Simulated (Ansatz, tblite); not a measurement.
# AlMe2H (C2H7Al): spin-state energies by level

Aim: set other spin states of AlMe2H (C2H7Al) against its singlet, on many levels of theory.

The runs use Ansatz 0.2.0, Gaussian basis; as each input shows.

The runs, in order: triplet, at the geometry of the singlet (GFN1-xTB, GFN2-xTB, PBE0-D4/def2-TZVP, PBE-D4/def2-TZVP, r2SCAN-D4/def2-TZVP); the singlet's energies come from earlier runs.

1 further run of the same task is left out (it didn't finish). Runs told in other sessions of the task aren't counted.

### Step 1. The geometry

The geometry is that of the singlet, from an earlier relaxation (r2SCAN-D4/def2-TZVP).

10 atoms, charge 0, spin multiplicity 1.

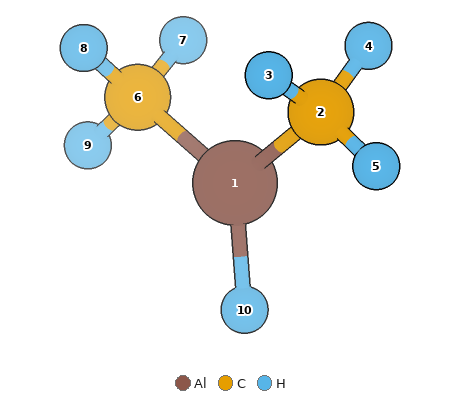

The structure; aluminium brown, carbon amber, hydrogen blue; atoms are numbered from 1 in the order of the file.

### Step 2. Triplet at the fixed geometry, GFN1-xTB

Tight binding, by tblite at 300 K electronic temperature and without a spin-polarisation term:

```python
tblite.interface.Calculator('GFN1-xTB', numbers, positions, charge=0, uhf=2).singlepoint()
```

Energy -245.9204 eV; 0.004 s.

### Step 3. Triplet at the fixed geometry, GFN2-xTB

Tight binding, by tblite at 300 K electronic temperature and without a spin-polarisation term:

```python
tblite.interface.Calculator('GFN2-xTB', numbers, positions, charge=0, uhf=2).singlepoint()
```

Energy -236.9503 eV; 0.004 s.

### Step 4. Triplet at the fixed geometry, PBE0-D4/def2-TZVP

The input, in.yaml:

```yaml
crystal:
  periodic: [false, false, false]
  atoms:
    - {symbol: Al, position_ang: [-0.385582, -0.657288, -0.002321]}
    - {symbol: C, position_ang: [1.568403, -0.663493, -0.001312]}
    - {symbol: H, position_ang: [1.957771, -0.196455, 0.911136]}
    - {symbol: H, position_ang: [1.966750, -0.068913, -0.831292]}
    - {symbol: H, position_ang: [2.005440, -1.662387, -0.069105]}
    - {symbol: C, position_ang: [-1.343835, 1.045571, 0.005863]}
    - {symbol: H, position_ang: [-1.151199, 1.601229, -0.919794]}
    - {symbol: H, position_ang: [-0.997582, 1.694218, 0.818254]}
    - {symbol: H, position_ang: [-2.426929, 0.940282, 0.102132]}
    - {symbol: H, position_ang: [-1.193248, -2.032764, -0.013581]}
basis:
  gaussian: {orbitals: def2-TZVP}
magnetization: {spin_polarized: true, initial_magnetization: 2}
hamiltonian: {xc: pbe0, dispersion: d4}
scf: {omitted_lower_state_checks: [starts]}
output: {orbitals: {seedname: orbitals}}
```

Run with:

```
$ ansatz run in.yaml --threads 4 --pin off --events-out ev --progress --plain --max-ram 3916MiB
```

Log:

```text
Functional definition: PBE0
  name "PBE0"
  cite "Adamo & Barone, J. Chem. Phys. 110, 6158 (1999) doi:10.1063/1.478522"
  cite "Perdew, Burke & Ernzerhof, Phys. Rev. Lett. 77, 3865 (1996) doi:10.1103/PhysRevLett.77.3865"
  parent pbe
  parameter a = 0.25
  parameter kappa = 0.804
  parameter beta = 0.06672455060314922
  exchange = (1 - a)*pbe_x(kappa = kappa, mu = beta*pi^2/3) + a*exact_x
  correlation = pbe_c(beta = beta)
these checks for a lower state are left out or cut short: starts
947 factors; their error is unknown
mean field evaluation 1: about -8763.6369 eV, gradient 4.9e1 eV
mean field evaluation 2: about -8749.9711 eV, gradient 6.3e1 eV
mean field evaluation 4: about -8775.1286 eV, gradient 3.7e0 eV
mean field evaluation 8: about -8775.2314 eV, gradient 1.6e-1 eV
mean field evaluation 16: about -8775.2358 eV, gradient 1.9e-3 eV
mean field -8775.23575844 eV, -322.4839660543 hartree, gradient 8.0e-6 eV, S^2 2.004481; 0 other end points of the search recorded, 0 dependent functions left out
reference -8775.23579428 eV, -322.4839673712 hartree; 17, 15 occupied and 124, 126 virtual orbitals, 947 factors
Total energy: -8775.35050072 eV, -322.4881827553 hartree
Checks for a lower state left out: starts
```

It took 3.6 s on 4 threads of Arm Neoverse V2, shared host.

HOMO -3.21 eV, LUMO -6.36 eV (over both spins; with the spin held, an empty level of the minority spin lies below the top filled one); ⟨S²⟩ 2.004 (pure: 2.00).

### Step 5. Triplet at the fixed geometry, PBE-D4/def2-TZVP

start.molden holds the orbitals of an earlier run on this state, given as this run's starting guess.

Changes to in.yaml since step 4:

```diff
@@ -14,5 +14,5 @@
 basis:
-  gaussian: {orbitals: def2-TZVP}
+  gaussian: {orbitals: def2-TZVP, initial_orbitals: start.molden}
 magnetization: {spin_polarized: true, initial_magnetization: 2}
-hamiltonian: {xc: pbe0, dispersion: d4}
+hamiltonian: {xc: pbe, dispersion: d4}
 scf: {omitted_lower_state_checks: [starts]}
```

The command is unchanged.

Log:

```text
Functional definition: PBE
  name "PBE"
  cite "Perdew, Burke & Ernzerhof, Phys. Rev. Lett. 77, 3865 (1996) doi:10.1103/PhysRevLett.77.3865"
  parent pbe
  parameter kappa = 0.804
  parameter beta = 0.06672455060314922
  exchange = pbe_x(kappa = kappa, mu = beta*pi^2/3)
  correlation = pbe_c(beta = beta)
these checks for a lower state are left out or cut short: starts
927 factors; their error is unknown
mean field evaluation 1: about -8774.3499 eV, gradient 5.8e0 eV
mean field evaluation 2: about -8774.4328 eV, gradient 1.3e-1 eV
mean field evaluation 4: about -8774.4100 eV, gradient 2.3e-3 eV
mean field -8774.41000825 eV, -322.4536202943 hartree, gradient 2.6e-5 eV, S^2 2.002450; 0 other end points of the search recorded, 0 dependent functions left out
reference -8774.41005625 eV, -322.4536220585 hartree; 17, 15 occupied and 124, 126 virtual orbitals, 927 factors
Total energy: -8774.54611290 eV, -322.4586220479 hartree
Checks for a lower state left out: starts
```

Run time: 1.4 s. Hardware: 4 threads of Arm Neoverse V2, shared host.

Report: HOMO -2.44 eV, LUMO -7.03 eV (over both spins; with the spin held, an empty level of the minority spin lies below the top filled one); ⟨S²⟩ 2.002 (pure: 2.00).

### Step 6. Triplet at the fixed geometry, r2SCAN-D4/def2-TZVP

Changes to in.yaml since step 5:

```diff
@@ -16,3 +16,3 @@
 magnetization: {spin_polarized: true, initial_magnetization: 2}
-hamiltonian: {xc: pbe, dispersion: d4}
+hamiltonian: {xc: r2scan, dispersion: d4}
 scf: {omitted_lower_state_checks: [starts]}
```

The command is unchanged.

Log:

```text
Functional definition: r2SCAN
  name "r2SCAN"
  cite "Furness, Kaplan, Ning, Perdew & Sun, J. Phys. Chem. Lett. 11, 8208 (2020) doi:10.1021/acs.jpclett.0c02405"
  cite "Furness, Kaplan, Ning, Perdew & Sun, J. Phys. Chem. Lett. 11, 9248 (2020) doi:10.1021/acs.jpclett.0c03077"
  parent r2scan
  parameter k0 = 0.174
  parameter k1 = 0.065
  parameter a1 = 4.9479
  exchange = r2scan_x(k0 = k0, k1 = k1, a1 = a1)
  correlation = r2scan_c
these checks for a lower state are left out or cut short: starts
927 factors; their error is unknown
mean field evaluation 1: about -8779.1939 eV, gradient 3.6e0 eV
mean field evaluation 2: about -8779.2328 eV, gradient 5.6e-2 eV
mean field evaluation 4: about -8779.2136 eV, gradient 6.8e-4 eV
mean field evaluation 8: about -8779.2136 eV, gradient 1.7e-5 eV
mean field -8779.21359678 eV, -322.6301489170 hartree, gradient 2.5e-5 eV, S^2 2.006293; 0 other end points of the search recorded, 0 dependent functions left out
reference -8779.21361429 eV, -322.6301495605 hartree; 17, 15 occupied and 124, 126 virtual orbitals, 927 factors
Total energy: -8779.24752044 eV, -322.6313955885 hartree
Checks for a lower state left out: starts
```

Wall time 3.2 s (4 threads of Arm Neoverse V2, shared host).

From the report: HOMO -2.63 eV, LUMO -6.95 eV (over both spins; with the spin held, an empty level of the minority spin lies below the top filled one); ⟨S²⟩ 2.006 (pure: 2.00).

### Step 7. Triplet less singlet, vertical

The singlet's energies are those of its earlier runs, whose logs aren't repeated here.

| level | triplet less singlet, vertical (eV) | time |
| --- | --- | --- |
| GFN1-xTB | +5.778 | 0.007 s |
| GFN2-xTB | +4.760 | 0.006 s |
| PBE-D4/def2-TZVP | +4.707 | 2.1 s |
| r2SCAN-D4/def2-TZVP | +4.825 | 4.7 s |
| PBE0-D4/def2-TZVP | +5.054 | 4.7 s |

Times add the two runs; a level without a time comes out of a correlated run. Tight binding without a spin term can't rank spin states.

### Step 8. Results

| quantity | value |
| --- | --- |
| triplet less singlet, vertical, functionals in def2-TZVP | +4.707 (PBE-D4) to +5.054 eV (PBE0-D4) |

**Reading.** All functionals put the triplet above the singlet, over a spread of 0.347 eV. The checks for a lower triplet were left out, so another state of that spin may lie lower. These are electronic energies, without zero-point motion, entropy or surroundings.
